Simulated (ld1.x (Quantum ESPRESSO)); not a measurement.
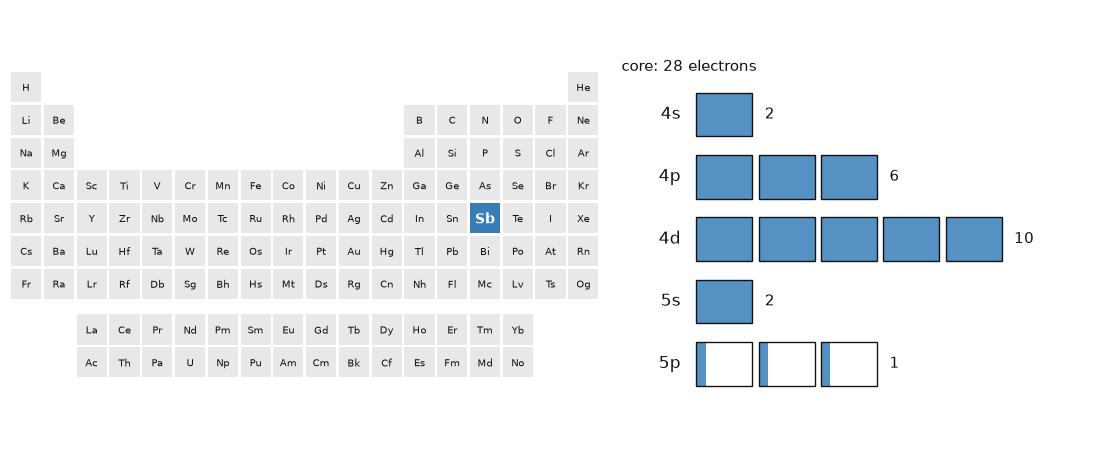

Left, the place of antimony in the periodic table; right, the valence shells of the reference configuration: a box for each of the 2l + 1 orbitals, shaded by the share of the shell that is filled, with the electron count at the right.

# Pseudopotential generation: Sb (part 1 of 2)

- system: antimony (Sb, Z = 51), core [Ar] 3d10, reference valence 4s2 4p6 4d10 5s2 5p1 (an ion of charge +2), valence charge 23.
- method: RRKJ potential, Wu–Cohen, fully relativistic, made with ld1.x (Quantum ESPRESSO) 7.5

**Key numbers**

- outcome: generated; the Bessel test doesn't meet the 4d5/2 level; the pseudo-atom misses its reference levels by up to 1.20 eV (5s, which has no pseudo-wave of its own)
- reference test: the pseudo-atom misses its own reference levels by up to 1.20 eV
- largest excitation error: -2602 meV (all-electron minus pseudo) for 4s2 4p6 4d10 5s0 5p5, out of 7 test configurations
- range over which the phases arctan(r u′/u) at the test radius agree within 0.05 rad (a looser test near the poles than one of phase shifts): s: up to about -3.3 Ry; p1/2: up to about -0.1 Ry; p3/2: up to about 0.2 Ry; d3/2: up to about 3.0 Ry; d5/2: up to about 3.2 Ry; f5/2: over the whole range computed; f7/2: over the whole range computed
- hardware: 1 CPU thread, shared host
- wall time: 2.1 s

**Notes**

An excitation error of 2602 meV in its own tests makes this a poorly transferable potential. In the spherical-Bessel test 4d5/2 stands at −3.674 Ry at the top cutoff of 400 Ry against −3.772 Ry all-electron; 4d3/2 stands at −3.768 Ry at the top cutoff of 400 Ry against −3.864 Ry all-electron; 5s stands at −2.189 Ry at the top cutoff of 400 Ry against −2.172 Ry all-electron and −2.260 Ry from the radial solver of ld1.x (5 more miss too). Either such a state needs more than 400 Ry, or the test doesn't rebuild this potential faithfully. No cutoff can be given, and the search for ghost states has no verdict.

**Input file**
```
 &input
   title='Sb', zed=51., rel=2, dft='WC', iswitch=3,
   config='[Kr] 4d10 4f-2 5s2 5p1', rel_dist='average',
   nld=7, rlderiv=1.65, eminld=-14.0, emaxld=5.0, deld=0.04
 /
 &inputp
   pseudotype=2, tm=.false., rho0=0.02, lloc=-1, rcloc=1.00,
   nlcc=.true., new_core_ps=.true.,
   file_pseudopw='Sb.UPF', file_wfcaegen='ae.wfc', file_wfcncgen='nc.wfc', file_beta='beta', file_chi='chi'
 /
4
4S  1  0   2.00   0.00  1.35  1.35  0.0
4P  2  1   6.00   0.00  1.00  1.00  0.0
4D  3  2  10.00   0.00  1.45  1.45  0.0
4F  4  3  -2.00   0.15  1.50  1.50  0.0
 &test
   configts(1)='4s2 4p6 4d10 5s2 5p1'
 /
```

**Input of the test run**
```
 &input
   title='Sb', zed=51., rel=2, dft='WC', iswitch=2,
   config='[Kr] 4d10 4f-2 5s2 5p1', rel_dist='average'
 /
 &test
   file_pseudo='Sb.UPF', nconf=8,
   configts(1)='4s2 4p6 4d10 5s2 5p1',
   configts(2)='4s2 4p6 4d10 5s2 5p3',
   configts(3)='4s2 4p6 4d10 5s2 5p2',
   configts(4)='4s2 4p6 4d10 5s2 5p0',
   configts(5)='4s2 4p6 4d10 5s2 5p2.5',
   configts(6)='4s1 4p6 4d10 5s2 5p3',
   configts(7)='4s2 4p5 4d10 5s2 5p3',
   configts(8)='4s2 4p6 4d10 5s0 5p5'
 /
```

Command:
```bash
ld1.x < Sb.in > Sb.out
```

**Log**
```
     Program LD1 v.7.5
     --------------------------- All-electron run ----------------------------

     Sb
     dirac relativistic calculation

     atomic number is 51.00
     dft =WC   lsd =0 sic =0 latt =0  beta=0.20 tr2=1.0E-14
     Exchange-correlation= WC
                           (   1   4  11   4   0   0   0)
     mesh =1243 r(mesh) =  98.80758 a.u. xmin = -7.00 dx = 0.01250
     1 Ry =  13.60569312 eV, c = 137.03599908

     n l j   nl                  e(Ry)          e(Ha)          e(eV)
     Spin orbit split results
     1 0 0.5 1S 1( 2.00)     -2226.9982     -1113.4991    -30299.8540
     2 0 0.5 2S 1( 2.00)      -339.9325      -169.9662     -4625.0168
     2 1 0.5 2P 1( 2.00)      -318.1659      -159.0829     -4328.8671
     2 1 1.5 2P 1( 4.00)      -299.6547      -149.8274     -4077.0104
     3 0 0.5 3S 1( 2.00)       -67.7305       -33.8652      -921.5203
     3 1 0.5 3P 1( 2.00)       -58.8266       -29.4133      -800.3773
     3 1 1.5 3P 1( 4.00)       -55.4118       -27.7059      -753.9155
     4 0 0.5 4S 1( 2.00)       -12.2784        -6.1392      -167.0567
     4 1 0.5 4P 1( 2.00)        -9.2654        -4.6327      -126.0624
     4 1 1.5 4P 1( 4.00)        -8.6314        -4.3157      -117.4357
     3 2 1.5 3D 1( 4.00)       -39.6665       -19.8333      -539.6905
     3 2 2.5 3D 1( 6.00)       -38.9568       -19.4784      -530.0343
     4 2 1.5 4D 1( 4.00)        -3.8641        -1.9321       -52.5741
     4 2 2.5 4D 1( 6.00)        -3.7720        -1.8860       -51.3205
     5 0 0.5 5S 1( 2.00)        -2.1717        -1.0859       -29.5475
     5 1 0.5 5P 1( 0.33)        -1.5268        -0.7634       -20.7732
     5 1 1.5 5P 1( 0.67)        -1.4611        -0.7305       -19.8786
     Averaged results
     1 0     1S 1( 2.00)     -2226.9982     -1113.4991    -30299.8540
     2 0     2S 1( 2.00)      -339.9325      -169.9662     -4625.0168
     2 1     2P 1( 6.00)      -305.8251      -152.9126     -4160.9626
     3 0     3S 1( 2.00)       -67.7305       -33.8652      -921.5203
     3 1     3P 1( 6.00)       -56.5501       -28.2750      -769.4028
     4 0     4S 1( 2.00)       -12.2784        -6.1392      -167.0567
     4 1     4P 1( 6.00)        -8.8427        -4.4214      -120.3113
     3 2     3D 1(10.00)       -39.2407       -19.6203      -533.8968
     4 2     4D 1(10.00)        -3.8088        -1.9044       -51.8219
     4 3     4F 1( 0.00)        -1.2410        -0.6205       -16.8843
     5 0     5S 1( 2.00)        -2.1717        -1.0859       -29.5475
     5 1     5P 1( 1.00)        -1.4830        -0.7415       -20.1768

     final scf error:  8.7E-15 reached in  24 iterations

     Etot =  -12963.682224 Ry,   -6481.841112 Ha, -176379.882081 eV

     Ekin =   13680.184714 Ry,    6840.092357 Ha,  186128.395089 eV
     Encl =  -31416.285825 Ry,  -15708.142913 Ha, -427440.344002 eV
     Eh   =    5111.067462 Ry,    2555.533731 Ha,   69539.615418 eV
     Exc  =    -338.648575 Ry,    -169.324287 Ha,   -4607.548586 eV

     normalization and overlap integrals

     s(1S/1S) =  1.000000  <r> =   0.0284  <r2> =    0.0011  r(max) =   0.0184
     s(2S/2S) =  1.000000  <r> =   0.1222  <r2> =    0.0177  r(max) =   0.1034
     s(2P/2P) =  1.000000  <r> =   0.1033  <r2> =    0.0131  r(max) =   0.0805
     s(2P/2P) =  1.000000  <r> =   0.1087  <r2> =    0.0144  r(max) =   0.0846
     s(3S/3S) =  1.000000  <r> =   0.3304  <r2> =    0.1249  r(max) =   0.2991
     s(3P/3P) =  1.000000  <r> =   0.3209  <r2> =    0.1197  r(max) =   0.2881
     s(3P/3P) =  1.000000  <r> =   0.3322  <r2> =    0.1281  r(max) =   0.2954
     s(4S/4S) =  1.000000  <r> =   0.7906  <r2> =    0.7071  r(max) =   0.7266
     s(4P/4P) =  1.000000  <r> =   0.8320  <r2> =    0.7906  r(max) =   0.7450
     s(4P/4P) =  1.000000  <r> =   0.8613  <r2> =    0.8471  r(max) =   0.7735
     s(3D/3D) =  1.000000  <r> =   0.3034  <r2> =    0.1093  r(max) =   0.2419
     s(3D/3D) =  1.000000  <r> =   0.3070  <r2> =    0.1117  r(max) =   0.2449
     s(4D/4D) =  1.000000  <r> =   1.0183  <r2> =    1.2225  r(max) =   0.8442
     s(4D/4D) =  1.000000  <r> =   1.0312  <r2> =    1.2539  r(max) =   0.8549
     s(5S/5S) =  1.000000  <r> =   2.0822  <r2> =    4.8760  r(max) =   1.8325
     s(5P/5P) =  1.000000  <r> =   2.4255  <r2> =    6.6530  r(max) =   2.1026
     s(5P/5P) =  1.000000  <r> =   2.5073  <r2> =    7.1046  r(max) =   2.1829

     ------------------------ End of All-electron run ------------------------

     --------------------- Generating NC pseudopotential ---------------------

      Generating local potential from pseudized AE potential:
      Matching radius rcloc =   1.0000

      Local pseudo, rcloc= 0.993 Estimated cut-off energy=    24.76 Ry

      Computing core charge for nlcc:

       r > 0.51 : true rho core
      Core charge pseudized with two Bessel functions
      Integrated core pseudo-charge :  21.16

     Fully relativistic calculation: |psi|^2

     Wfc 4S LC norm =  0.99939987 SC norm =  0.00059985 missing  0.00000028

     Wfc 4P LC norm =  0.99946114 SC norm =  0.00053860 missing  0.00000026

     Wfc 4P LC norm =  0.99949112 SC norm =  0.00050789 missing  0.00000099

     Wfc 4D LC norm =  0.99963480 SC norm =  0.00036497 missing  0.00000023

     Wfc 4D LC norm =  0.99964268 SC norm =  0.00035214 missing  0.00000518

      Wfc   4S  rcut= 1.341  Estimated cut-off energy=       31.23 Ry
      Using 4 Bessel functions for this wfc, rho(0) = 0.020
      This function has    0 nodes for 0 < r <    1.341

      Wfc   4P  rcut= 0.993  Estimated cut-off energy=      182.05 Ry
      This function has    0 nodes for 0 < r <    0.993

      Wfc   4P  rcut= 0.993  Estimated cut-off energy=      181.38 Ry
      This function has    0 nodes for 0 < r <    0.993

      Wfc   4D  rcut= 1.445  Estimated cut-off energy=      113.63 Ry
      This function has    0 nodes for 0 < r <    1.445

      Wfc   4D  rcut= 1.445  Estimated cut-off energy=      113.54 Ry
      This function has    0 nodes for 0 < r <    1.445

      Wfc   4F  rcut= 1.482  Estimated cut-off energy=      131.26 Ry
      This function has    0 nodes for 0 < r <    1.482

      Wfc   4F  rcut= 1.482  Estimated cut-off energy=      131.25 Ry
      This function has    0 nodes for 0 < r <    1.482

     ------------------- End of pseudopotential generation -------------------

     --------------------------- All-electron run ----------------------------

     Sb
     dirac relativistic calculation

     atomic number is 51.00
     dft =WC   lsd =0 sic =0 latt =0  beta=0.20 tr2=1.0E-14
     Exchange-correlation= WC
                           (   1   4  11   4   0   0   0)
     mesh =1243 r(mesh) =  98.80758 a.u. xmin = -7.00 dx = 0.01250
     1 Ry =  13.60569312 eV, c = 137.03599908

     n l j   nl                  e(Ry)          e(Ha)          e(eV)
     Spin orbit split results
     1 0 0.5 1S 1( 2.00)     -2226.9982     -1113.4991    -30299.8540
     2 0 0.5 2S 1( 2.00)      -339.9325      -169.9662     -4625.0168
     2 1 0.5 2P 1( 2.00)      -318.1659      -159.0829     -4328.8671
     2 1 1.5 2P 1( 4.00)      -299.6547      -149.8274     -4077.0104
     3 0 0.5 3S 1( 2.00)       -67.7305       -33.8652      -921.5203
     3 1 0.5 3P 1( 2.00)       -58.8266       -29.4133      -800.3773
     3 1 1.5 3P 1( 4.00)       -55.4118       -27.7059      -753.9155
     4 0 0.5 4S 1( 2.00)       -12.2784        -6.1392      -167.0567
     4 1 0.5 4P 1( 2.00)        -9.2654        -4.6327      -126.0624
     4 1 1.5 4P 1( 4.00)        -8.6314        -4.3157      -117.4357
     3 2 1.5 3D 1( 4.00)       -39.6665       -19.8333      -539.6905
     3 2 2.5 3D 1( 6.00)       -38.9568       -19.4784      -530.0343
     4 2 1.5 4D 1( 4.00)        -3.8641        -1.9321       -52.5741
     4 2 2.5 4D 1( 6.00)        -3.7720        -1.8860       -51.3205
     5 0 0.5 5S 1( 2.00)        -2.1717        -1.0859       -29.5475
     5 1 0.5 5P 1( 0.33)        -1.5268        -0.7634       -20.7732
     5 1 1.5 5P 1( 0.67)        -1.4611        -0.7305       -19.8786
     Averaged results
     1 0     1S 1( 2.00)     -2226.9982     -1113.4991    -30299.8540
     2 0     2S 1( 2.00)      -339.9325      -169.9662     -4625.0168
     2 1     2P 1( 6.00)      -305.8251      -152.9126     -4160.9626
     3 0     3S 1( 2.00)       -67.7305       -33.8652      -921.5203
     3 1     3P 1( 6.00)       -56.5501       -28.2750      -769.4028
     4 0     4S 1( 2.00)       -12.2784        -6.1392      -167.0567
     4 1     4P 1( 6.00)        -8.8427        -4.4214      -120.3113
     3 2     3D 1(10.00)       -39.2407       -19.6203      -533.8968
     4 2     4D 1(10.00)        -3.8088        -1.9044       -51.8219
     4 3     4F 1( 0.00)        -1.2410        -0.6205       -16.8843
     5 0     5S 1( 2.00)        -2.1717        -1.0859       -29.5475
     5 1     5P 1( 1.00)        -1.4830        -0.7415       -20.1768

     final scf error:  8.7E-15 reached in  24 iterations

     Etot =  -12963.682224 Ry,   -6481.841112 Ha, -176379.882081 eV

     Ekin =   13680.184714 Ry,    6840.092357 Ha,  186128.395089 eV
     Encl =  -31416.285825 Ry,  -15708.142913 Ha, -427440.344002 eV
     Eh   =    5111.067462 Ry,    2555.533731 Ha,   69539.615418 eV
     Exc  =    -338.648575 Ry,    -169.324287 Ha,   -4607.548586 eV

     normalization and overlap integrals

     s(1S/1S) =  1.000000  <r> =   0.0284  <r2> =    0.0011  r(max) =   0.0184
     s(2S/2S) =  1.000000  <r> =   0.1222  <r2> =    0.0177  r(max) =   0.1034
     s(2P/2P) =  1.000000  <r> =   0.1033  <r2> =    0.0131  r(max) =   0.0805
     s(2P/2P) =  1.000000  <r> =   0.1087  <r2> =    0.0144  r(max) =   0.0846
     s(3S/3S) =  1.000000  <r> =   0.3304  <r2> =    0.1249  r(max) =   0.2991
     s(3P/3P) =  1.000000  <r> =   0.3209  <r2> =    0.1197  r(max) =   0.2881
     s(3P/3P) =  1.000000  <r> =   0.3322  <r2> =    0.1281  r(max) =   0.2954
     s(4S/4S) =  1.000000  <r> =   0.7906  <r2> =    0.7071  r(max) =   0.7266
     s(4P/4P) =  1.000000  <r> =   0.8320  <r2> =    0.7906  r(max) =   0.7450
     s(4P/4P) =  1.000000  <r> =   0.8613  <r2> =    0.8471  r(max) =   0.7735
     s(3D/3D) =  1.000000  <r> =   0.3034  <r2> =    0.1093  r(max) =   0.2419
     s(3D/3D) =  1.000000  <r> =   0.3070  <r2> =    0.1117  r(max) =   0.2449
     s(4D/4D) =  1.000000  <r> =   1.0183  <r2> =    1.2225  r(max) =   0.8442
     s(4D/4D) =  1.000000  <r> =   1.0312  <r2> =    1.2539  r(max) =   0.8549
     s(5S/5S) =  1.000000  <r> =   2.0822  <r2> =    4.8760  r(max) =   1.8325
     s(5P/5P) =  1.000000  <r> =   2.4255  <r2> =    6.6530  r(max) =   2.1026
     s(5P/5P) =  1.000000  <r> =   2.5073  <r2> =    7.1046  r(max) =   2.1829

     ------------------------ End of All-electron run ------------------------

     Computing logarithmic derivative in   1.64780
     Computing logarithmic derivative in   1.64780
     Computing the partial wave expansion
     R is outside the sphere for l=    0 j= 0.50
     R is outside the sphere for l=    1 j= 0.50
     R is outside the sphere for l=    1 j= 1.50
     R is outside the sphere for l=    2 j= 1.50
     R is outside the sphere for l=    2 j= 2.50
     R is outside the sphere for l=    3 j= 2.50
     R is outside the sphere for l=    3 j= 3.50

     ---------------------- Testing the pseudopotential ----------------------

     Sb
     dirac relativistic calculation

     atomic number is 51.00   valence charge is 23.00
     dft =WC   lsd =0 sic =0 latt =0  beta=0.20 tr2=1.0E-14
     mesh =1243 r(mesh) =  98.80758 xmin = -7.00 dx = 0.01250

     n l  j  nl             e AE (Ry)       e PS (Ry)    De AE-PS (Ry)
     1 0 0.5 4S   1( 2.00)      -12.27844      -12.27843       -0.00001
     2 1 0.5 4P   1( 2.00)       -9.26541       -9.26543        0.00001
     2 1 1.5 4P   1( 4.00)       -8.63137       -8.63144        0.00008
     3 2 1.5 4D   1( 4.00)       -3.86412       -3.86412        0.00000
     3 2 2.5 4D   1( 6.00)       -3.77199       -3.77200        0.00001
     2 0 0.5 5S   1( 2.00)       -2.17170       -2.25974        0.08804  !
     3 1 0.5 5P   1( 0.33)       -1.52680       -1.53460        0.00779  !
     3 1 1.5 5P   1( 0.67)       -1.46105       -1.46864        0.00759  !

     eps = 5.1E-15  iter = 18

     Etot =  -12963.682224 Ry,   -6481.841112 Ha, -176379.882081 eV
     Etotps =  -580.769187 Ry,    -290.384594 Ha,   -7901.767340 eV

     Ekin =     172.285208 Ry,      86.142604 Ha,    2344.059674 eV
     Encl =   -1019.170338 Ry,    -509.585169 Ha,  -13866.518856 eV
     Ehrt =     366.769649 Ry,     183.384825 Ha,    4990.155292 eV
     Ecxc =    -145.024276 Ry,     -72.512138 Ha,   -1973.155790 eV
     (Ecc =    -102.086811 Ry,     -51.043405 Ha,   -1388.961820 eV)
     Epseu=      44.370569 Ry,      22.185284 Ha,     603.692340 eV

     ---------------------- End of pseudopotential test ----------------------
```

**Output of the test run (extracts)**
```
     ---------------------- Testing the pseudopotential ----------------------

     Sb
     dirac relativistic calculation

     atomic number is 51.00   valence charge is 23.00
     dft =WC   lsd =0 sic =0 latt =0  beta=0.20 tr2=1.0E-14
     mesh =1243 r(mesh) =  98.80758 xmin = -7.00 dx = 0.01250

     n l  j  nl             e AE (Ry)       e PS (Ry)    De AE-PS (Ry)
     1 0 0.5 4S   1( 2.00)      -12.27844      -12.27843       -0.00001
     2 1 0.5 4P   1( 2.00)       -9.26541       -9.26543        0.00001
     2 1 1.5 4P   1( 4.00)       -8.63137       -8.63144        0.00008
     3 2 1.5 4D   1( 4.00)       -3.86412       -3.86412        0.00000
     3 2 2.5 4D   1( 6.00)       -3.77199       -3.77200        0.00001
     2 0 0.5 5S   1( 2.00)       -2.17170       -2.25974        0.08804  !
     3 1 0.5 5P   1( 0.33)       -1.52680       -1.53460        0.00779  !
     3 1 1.5 5P   1( 0.67)       -1.46105       -1.46864        0.00759  !

     eps = 3.8E-15  iter = 19

     Etot =  -12963.682224 Ry,   -6481.841112 Ha, -176379.882081 eV
     Etotps =  -580.769187 Ry,    -290.384594 Ha,   -7901.767336 eV

     Ekin =     172.285209 Ry,      86.142605 Ha,    2344.059690 eV
     Encl =   -1019.170339 Ry,    -509.585170 Ha,  -13866.518876 eV
     Ehrt =     366.769649 Ry,     183.384825 Ha,    4990.155298 eV
     Ecxc =    -145.024276 Ry,     -72.512138 Ha,   -1973.155791 eV
     (Ecc =    -102.086811 Ry,     -51.043405 Ha,   -1388.961820 eV)
     Epseu=      44.370569 Ry,      22.185284 Ha,     603.692343 eV

     ---------------------- End of pseudopotential test ----------------------

     ---------------------- Testing the pseudopotential ----------------------

     Sb
     dirac relativistic calculation

     atomic number is 51.00   valence charge is 23.00
     dft =WC   lsd =0 sic =0 latt =0  beta=0.20 tr2=1.0E-14
     mesh =1243 r(mesh) =  98.80758 xmin = -7.00 dx = 0.01250

     n l  j  nl             e AE (Ry)       e PS (Ry)    De AE-PS (Ry)
     1 0 0.5 4S   1( 2.00)      -10.91724      -10.90324       -0.01400  !
     2 1 0.5 4P   1( 2.00)       -7.90477       -7.89050       -0.01426  !
     2 1 1.5 4P   1( 4.00)       -7.27114       -7.25673       -0.01441  !
     3 2 1.5 4D   1( 4.00)       -2.50970       -2.49460       -0.01510  !
     3 2 2.5 4D   1( 6.00)       -2.41813       -2.40297       -0.01516  !
     2 0 0.5 5S   1( 2.00)       -0.94633       -0.99451        0.04817  !
     3 1 0.5 5P   1( 1.00)       -0.38747       -0.36351       -0.02395  !
     3 1 1.5 5P   1( 2.00)       -0.34191       -0.31735       -0.02456  !

     eps = 8.7E-15  iter = 16

     Etot =  -12965.477711 Ry,   -6482.738855 Ha, -176404.310928 eV
     Etotps =  -582.540218 Ry,    -291.270109 Ha,   -7925.863435 eV
     dEtot_ae =      -1.795487 Ry
     dEtot_ps =      -1.771031 Ry,   Delta E=      -0.024457 Ry

     Ekin =     173.589315 Ry,      86.794657 Ha,    2361.802944 eV
     Encl =   -1050.618269 Ry,    -525.309134 Ha,  -14294.389753 eV
     Ehrt =     396.491828 Ry,     198.245914 Ha,    5394.546140 eV
     Ecxc =    -146.178159 Ry,     -73.089080 Ha,   -1988.855175 eV
     (Ecc =    -102.086811 Ry,     -51.043405 Ha,   -1388.961820 eV)
     Epseu=      44.175067 Ry,      22.087534 Ha,     601.032408 eV

     ---------------------- End of pseudopotential test ----------------------

     ---------------------- Testing the pseudopotential ----------------------

     Sb
     dirac relativistic calculation

     atomic number is 51.00   valence charge is 23.00
     dft =WC   lsd =0 sic =0 latt =0  beta=0.20 tr2=1.0E-14
     mesh =1243 r(mesh) =  98.80758 xmin = -7.00 dx = 0.01250

     n l  j  nl             e AE (Ry)       e PS (Ry)    De AE-PS (Ry)
     1 0 0.5 4S   1( 2.00)      -11.54700      -11.53713       -0.00987  !
     2 1 0.5 4P   1( 2.00)       -8.53438       -8.52441       -0.00997  !
     2 1 1.5 4P   1( 4.00)       -7.90064       -7.89063       -0.01001  !
     3 2 1.5 4D   1( 4.00)       -3.13734       -3.12694       -0.01040  !
     3 2 2.5 4D   1( 6.00)       -3.04559       -3.03516       -0.01043  !
     2 0 0.5 5S   1( 2.00)       -1.52369       -1.58591        0.06222  !
     3 1 0.5 5P   1( 0.67)       -0.92356       -0.90986       -0.01370  !
     3 1 1.5 5P   1( 1.33)       -0.86827       -0.85395       -0.01433  !

     eps = 6.4E-15  iter = 19

     Etot =  -12964.862492 Ry,   -6482.431246 Ha, -176395.940450 eV
     Etotps =  -581.945256 Ry,    -290.972628 Ha,   -7917.768574 eV
     dEtot_ae =      -1.180268 Ry
     dEtot_ps =      -1.176069 Ry,   Delta E=      -0.004199 Ry

     Ekin =     173.108920 Ry,      86.554460 Ha,    2355.266840 eV
     Encl =   -1036.135272 Ry,    -518.067636 Ha,  -14097.338543 eV
     Ehrt =     382.459400 Ry,     191.229700 Ha,    5203.625233 eV
     Ecxc =    -145.656590 Ry,     -72.828295 Ha,   -1981.758861 eV
     (Ecc =    -102.086811 Ry,     -51.043405 Ha,   -1388.961820 eV)
     Epseu=      44.278285 Ry,      22.139142 Ha,     602.436757 eV

     ---------------------- End of pseudopotential test ----------------------
```

(Continued in part 2.)
